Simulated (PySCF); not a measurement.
# C$_{6}$H$_{10}$AlF (SMILES CC=C=CC[CH2][AlH][F]): what the fields show

```xyz
18

C     3.1536   -0.1459   -1.0114
C     2.3018    0.7934   -0.2132
C     1.0061    0.7360   -0.1524
C    -0.2858    0.6773   -0.0836
C    -1.1043   -0.1231    0.8810
C    -2.0096   -1.0969    0.0947
Al   -2.7211    0.0114   -1.4144
F    -3.6381    1.3646   -1.1739
H     2.5479   -0.9226   -1.4703
H     3.6759    0.4031   -1.7945
H     3.9030   -0.6080   -0.3698
H     2.8331    1.5621    0.3354
H    -0.8975    1.2470   -0.8049
H    -0.4543   -0.6554    1.5796
H    -1.7322    0.5663    1.4567
H    -2.7031   -1.5733    0.7974
H    -1.3875   -1.9070   -0.3081
H    -2.4966   -0.3227   -2.8893
```

Geometry: GFN2-xTB.

All numbers below come from PBE0/pcSseg-1, SCF density, gas phase, non-relativistic (PySCF 2.14.0).

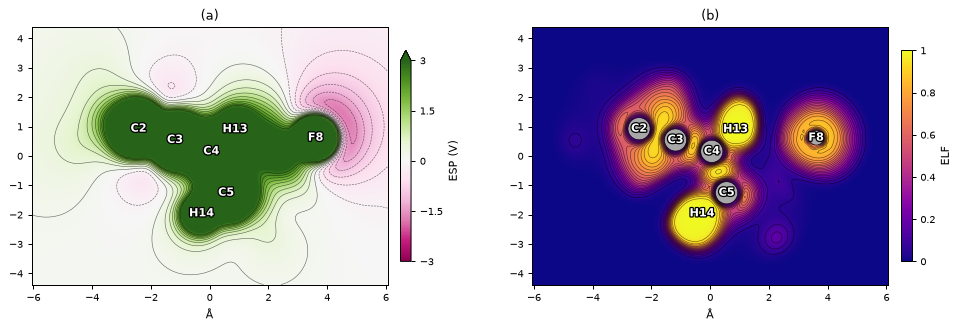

Figure 1. (a) electrostatic potential; (b) electron localisation function on the plane of atoms C5, C4 and H13. Grey discs cover the atomic cores in the ELF map.

> What does the map show?

The plane passes through C, F and H nuclei.
C–C (1.30 Å): the ELF peaks at about 0.90 between the atoms: a multiple bond.
C–H (1.10 Å): the ELF climbs to about 1 towards the hydrogen, as it does in any bond to H (a covalent bond by its length).
C–C (1.50 Å): the ELF peaks at about 0.95 between the atoms: a shared electron pair.
The ELF also peaks beside F8, away from the bonds: lone-pair regions.
Outside the dense part of the molecule the potential is most negative (−1.7 V) near F8.

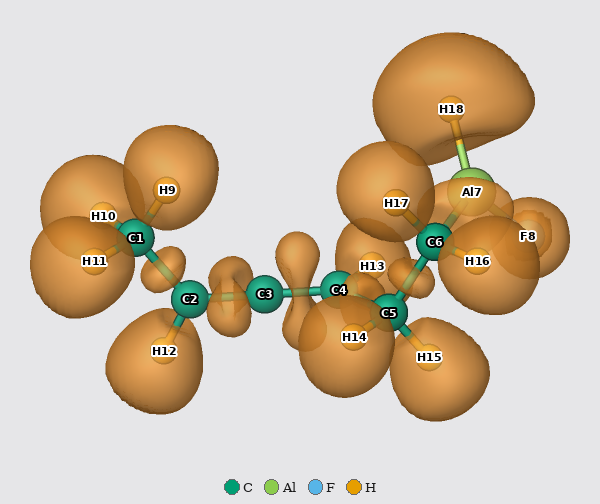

Figure 2. Isosurface of the ELF at 0.8 (orange), seen at an oblique angle. Only the valence region is drawn (cores and ρ < 0.01 e/Å³ removed).

> What do the ELF domains correspond to?

The ELF exceeds this value in one region between bonded Al–C atoms (shared pairs), five regions between bonded C–C atoms (shared pairs), ten regions around hydrogen nuclei and one region wrapped around F (its valence shell). Along the contacts the grid gives the following. Al–F (1.65 Å): the ELF peaks at about 0.85 in the valence shell of F, 0.5 Å from its nucleus, and is about 0.30 at the midpoint.

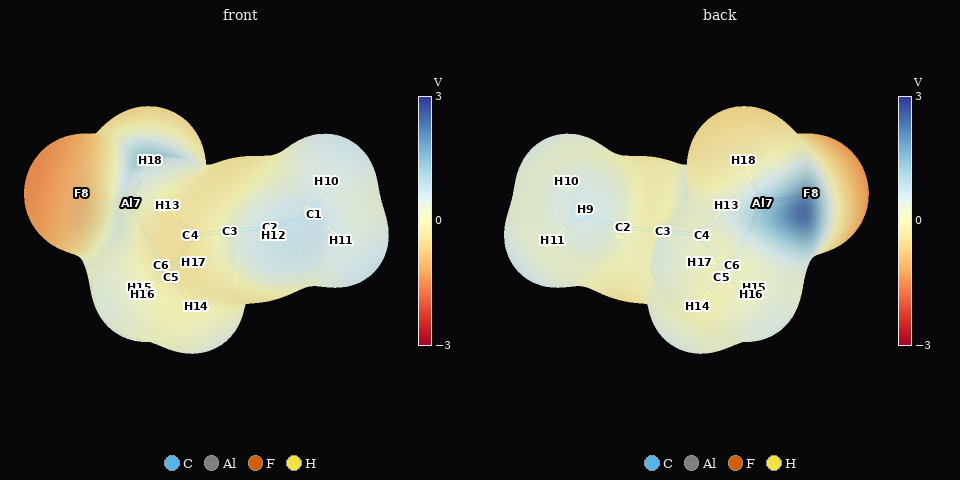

Figure 3. The electrostatic potential painted on the density surface at 0.001 e/bohr³, seen from the front and from behind; red is negative and blue positive.

> Where is the surface potential most negative and most positive?

The most negative region (about −1.4 V) lies over F8, the most positive (about +2.3 V) over Al7.

> What dipole moment does the calculation give?

Its dipole moment is 2.83 D.
